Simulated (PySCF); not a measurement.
```yaml
atoms:
  - { symbol: O, position_ang: [-1.3229, -1.5246, -0.5123] }
  - { symbol: C, position_ang: [-0.4509, -0.8216, 0.0178] }
  - { symbol: C, position_ang: [0.6891, -0.0711, -0.7811] }
  - { symbol: C, position_ang: [-0.3322, 0.6755, -0.0269] }
  - { symbol: F, position_ang: [-1.1073, 1.6692, -0.6810] }
  - { symbol: F, position_ang: [0.1615, 1.3107, 1.1143] }
  - { symbol: H, position_ang: [-0.1631, -1.0447, 1.0811] }
  - { symbol: H, position_ang: [0.6640, -0.0540, -1.8556] }
  - { symbol: H, position_ang: [1.7775, -0.1217, -0.4658] }
```

Geometry: GFN2-xTB, MD frame at 250 fs, 200 K.

Computed with PBE0/pcSseg-1, SCF density, gas phase, non-relativistic in PySCF 2.14.0.

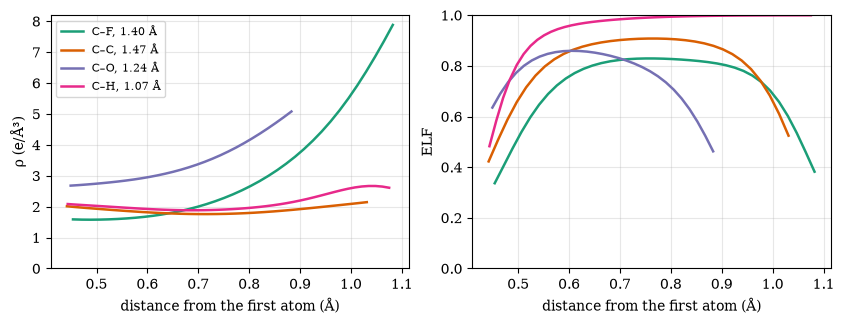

C3H3F2O (SMILES [O-][C@H]1CC1(F)F) (charge −1). Electron density and electron localisation function along straight lines between neighbouring atoms. The curves leave out the atomic cores.

> What kind of bonding do the profiles show?

C–F (1.40 Å): ρ at the midpoint is about 2 e/Å³, with its minimum of 1.6 e/Å³ about 0.5 Å from C; the ELF peaks at about 0.85 between the atoms (a polar covalent bond).
C–C (1.47 Å): ρ is about 1.8 e/Å³ halfway; the ELF peaks at about 0.90 between the atoms; a shared electron pair.
C–O (1.24 Å): the density is about 3 e/Å³ at the midpoint; the ELF peaks at about 0.85 between the atoms; a polar covalent bond.
C–H (1.07 Å): ρ at the midpoint is about 2 e/Å³; the ELF climbs to about 1 towards the hydrogen, as it does in any bond to H: a covalent bond by its length.
